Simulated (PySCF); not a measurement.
**What a change does: excited-state calculation on CH$_{7}$FOSi$_{2}$**

System: CH$_{7}$FOSi$_{2}$.
Method of run A: TDDFT LDA/def2-SVPD, vertical, gas phase, core orbitals frozen in the response (PySCF 2.14.0).

The geometry comes from this level: PBE0-D3(BJ)/def2-SVP. Text and figures count atoms from 1; the logs count them from 0 in places.

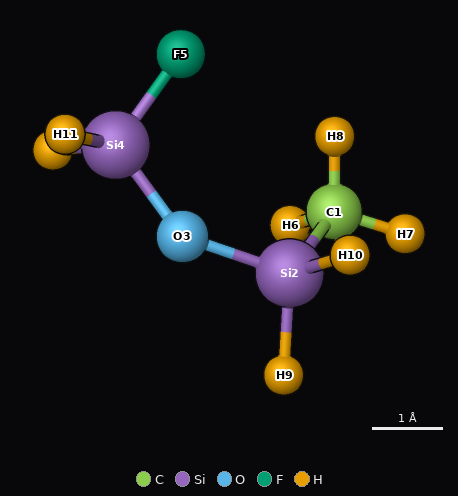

**Figure 1.** The structure as given in the input (ball-and-stick view, seen at a tilt; atoms are numbered from 1 in the order of the input). Bond lengths as drawn: C–H 1.10 Å, C–Si 1.87 Å, F–Si 1.63 Å, H–Si 1.48 to 1.49 Å and O–Si 1.64 to 1.67 Å.

## The input, run A
```
{"job": {"kind": "uv", "xc": "LDA", "basis": "def2-SVPD", "ip": true}, "charge": 0, "multiplicity": 1}
C     -1.616993     0.693394     0.121336
Si    -0.791381    -0.774616    -0.682432
O      0.764531    -0.944728    -0.088649
Si     2.040110    -0.084963     0.469544
F      1.847589     1.466835     0.023231
H     -1.681637     0.558072     1.212291
H     -2.637452     0.836989    -0.266849
H     -1.037124     1.608155    -0.077694
H     -1.514306    -2.043577    -0.381578
H     -0.717455    -0.594365    -2.163086
H      3.293922    -0.584732    -0.145559
H      2.081516    -0.112060     1.954106
```

The first line tells a small driver script what to run in PySCF; the rest is the geometry in Å.

Command:
```bash
OMP_NUM_THREADS=1 python <driver script> task.json out
```

Hardware: 1 CPU thread, shared host.

## Output (run A)
```
coarse grid: 10848 points
cycle   1  E = -792.0094194514  dE =  2.614e-01  |g| = 9.664e-01  |ddm| = 4.492e+00
cycle   2  E = -791.1844128065  dE =  8.250e-01  |g| = 2.222e+00  |ddm| = 2.952e+00
cycle   3  E = -792.1768886270  dE = -9.925e-01  |g| = 2.736e-01  |ddm| = 2.241e+00
cycle   4  E = -792.1913129664  dE = -1.442e-02  |g| = 1.322e-01  |ddm| = 4.448e-01
cycle   5  E = -792.1945754227  dE = -3.262e-03  |g| = 4.162e-02  |ddm| = 1.437e-01
cycle   6  E = -792.1948897941  dE = -3.144e-04  |g| = 1.165e-02  |ddm| = 5.149e-02
cycle   7  E = -792.1949220222  dE = -3.223e-05  |g| = 2.396e-03  |ddm| = 1.770e-02
cycle   8  E = -792.1949235259  dE = -1.504e-06  |g| = 4.586e-04  |ddm| = 4.354e-03
final grid: 95480 points
cycle   9  E = -792.2911614022  dE = -1.715e-05  |g| = 2.766e-03  |ddm| = 6.864e-02
cycle  10  E = -792.2911578275  dE =  3.575e-06  |g| = 4.724e-03  |ddm| = 8.200e-03
cycle  11  E = -792.2911631538  dE = -5.326e-06  |g| = 7.553e-04  |ddm| = 4.921e-03
cycle  12  E = -792.2911632490  dE = -9.521e-08  |g| = 2.741e-04  |ddm| = 1.010e-03
cycle  13  E = -792.2911632640  dE = -1.501e-08  |g| = 4.622e-05  |ddm| = 3.543e-04
cycle  14  E = -792.2911632646  dE = -6.123e-10  |g| = 1.337e-05  |ddm| = 9.384e-05
converged SCF energy = -792.2911632646

Static polarisability (au): isotropic 71.115, principal 63.990 70.798 78.556

Singlet excitations
state   eV       nm        f      main configurations
  1   6.5662    188.8   0.00252   H->L 0.99
  2   6.6784    185.6   0.00874   H->L+1 0.99
  3   6.9537    178.3   0.00259   H-1->L 0.99
  4   7.0932    174.8   0.01163   H-1->L+1 0.97
  5   7.2268    171.6   0.01297   H->L+2 0.95
  6   7.5353    164.5   0.00305   H-2->L 0.89
  7   7.6401    162.3   0.02969   H-1->L+2 0.85, H-2->L+1 0.08
  8   7.6652    161.7   0.00613   H-2->L+1 0.50, H->L+3 0.30, H-1->L+2 0.11
  9   7.7454    160.1   0.00363   H->L+3 0.50, H-2->L+1 0.35, H->L+4 0.10
 10   7.7742    159.5   0.07618   H->L+4 0.85, H->L+3 0.08

Triplet excitations (Tamm-Dancoff, eV): 6.3460 6.5453 6.7457 6.9617
Vertical ionisation energy (delta-SCF) = 10.0730 eV
```

For run B the input was changed thus:
```diff
-"xc": "LDA"
+"xc": "CAM-B3LYP"
```

How does run B compare with run A?

The total energies belong to different methods, so their difference says nothing on which is more stable or more accurate. The HOMO goes from −7.28 to −10.04 eV. The LUMO goes from −0.82 to 1.07 eV. The lowest excitation goes from 6.57 to 7.77 eV. The strongest computed line goes from 7.77 to 9.30 eV. The functional changes from LDA to CAM-B3LYP. Exact exchange removes part of the self-interaction error of semilocal functionals, which pushes filled and empty levels apart. The SCF takes 13 iterations against 14.

## Output (run B)
```
coarse grid: 10848 points
cycle   1  E = -795.8853422703  dE =  1.876e-01  |g| = 8.493e-01  |ddm| = 4.207e+00
cycle   2  E = -795.7888636574  dE =  9.648e-02  |g| = 1.146e+00  |ddm| = 2.038e+00
cycle   3  E = -796.0199410671  dE = -2.311e-01  |g| = 7.280e-02  |ddm| = 1.013e+00
cycle   4  E = -796.0208590545  dE = -9.180e-04  |g| = 4.032e-02  |ddm| = 1.428e-01
cycle   5  E = -796.0211721943  dE = -3.131e-04  |g| = 1.039e-02  |ddm| = 4.191e-02
cycle   6  E = -796.0211897778  dE = -1.758e-05  |g| = 2.532e-03  |ddm| = 1.633e-02
cycle   7  E = -796.0211911530  dE = -1.375e-06  |g| = 3.718e-04  |ddm| = 3.777e-03
final grid: 95480 points
cycle   8  E = -796.1304688149  dE = -1.080e-05  |g| = 2.456e-03  |ddm| = 3.466e-02
cycle   9  E = -796.1304687775  dE =  3.736e-08  |g| = 2.608e-03  |ddm| = 6.315e-03
cycle  10  E = -796.1304702108  dE = -1.433e-06  |g| = 2.679e-04  |ddm| = 2.394e-03
cycle  11  E = -796.1304702225  dE = -1.178e-08  |g| = 1.114e-04  |ddm| = 3.514e-04
cycle  12  E = -796.1304702252  dE = -2.613e-09  |g| = 1.875e-05  |ddm| = 1.686e-04
cycle  13  E = -796.1304702252  dE = -5.912e-11  |g| = 9.087e-06  |ddm| = 2.546e-05
converged SCF energy = -796.1304702252

Static polarisability (au): isotropic 65.982, principal 60.176 65.852 71.918

Singlet excitations
state   eV       nm        f      main configurations
  1   7.7660    159.7   0.00231   H->L+1 0.83
  2   7.9603    155.8   0.01718   H->L 0.59, H->L+2 0.15
  3   8.1502    152.1   0.00055   H-1->L+1 0.74, H-1->L+2 0.09
  4   8.4031    147.5   0.03888   H->L+2 0.46, H->L 0.22, H-2->L+1 0.16
  5   8.5408    145.2   0.04535   H-1->L 0.74, H-1->L+2 0.14
  6   8.6878    142.7   0.01343   H->L+5 0.33, H-2->L+1 0.26, H-2->L 0.12
  7   8.9496    138.5   0.10444   H->L+3 0.57, H->L+4 0.10, H-2->L+4 0.08
  8   9.0694    136.7   0.03807   H->L+4 0.36, H-2->L 0.20, H-1->L+4 0.12
  9   9.1608    135.3   0.06535   H-1->L+2 0.57, H-1->L 0.10, H-1->L+1 0.09
 10   9.3011    133.3   0.11608   H-1->L+4 0.34, H-1->L+3 0.21, H->L+4 0.20

Triplet excitations (Tamm-Dancoff, eV): 7.3851 7.5717 7.7548 7.9912
Vertical ionisation energy (delta-SCF) = 10.8785 eV
```

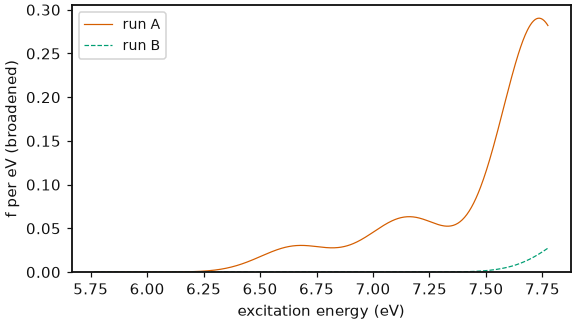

**Figure 2.** Absorption of the two runs from their computed states, each broadened by a Gaussian of 0.35 eV full width; the range ends where the shorter list of states ends.

## The two runs side by side

```csv
quantity,run A,run B
outcome,converged,converged
total energy (hartree),−792.291163,−796.130470
HOMO (eV),−7.28,−10.04
LUMO (eV),−0.82,1.07
dipole moment (D),0.94,0.93
lowest excitation (eV),6.57,7.77
SCF iterations,14,13
strongest computed line (eV),7.77,9.30
basis functions,170,170
wall time (shared host),98 s,2 min
```
